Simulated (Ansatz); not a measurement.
```yaml
crystal:
  periodic: [false, false, false]
  atoms:
    - {symbol: Si, position_ang: [-1.235540, -0.880906, 0.351475]}
    - {symbol: H, position_ang: [-0.680214, -1.900407, -0.580907]}
    - {symbol: H, position_ang: [-2.705208, -1.032434, 0.445051]}
    - {symbol: H, position_ang: [-0.618396, -1.100076, 1.688707]}
    - {symbol: O, position_ang: [-0.972856, 0.650918, -0.196010]}
    - {symbol: H, position_ang: [-0.066264, 0.932077, -0.322087]}
basis:
  gaussian: {orbitals: def2-TZVPP}
hamiltonian: {xc: lda}
```

Describe the molecule in this file.

The molecule is H4OSi. This geometry has Cs symmetry. Coordination: 1 Si tetrahedral; 1 O bent.

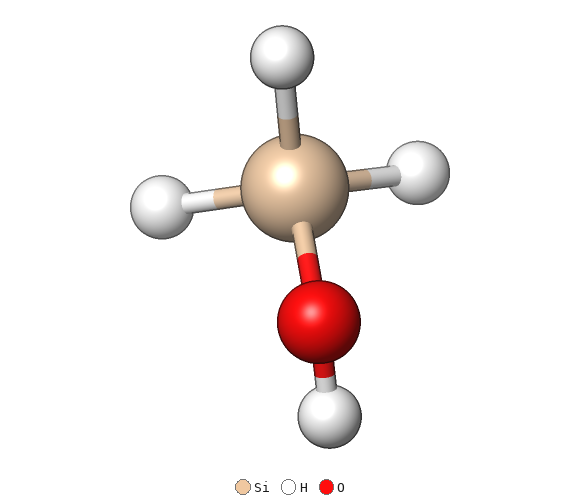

Source: calculation with Ansatz.
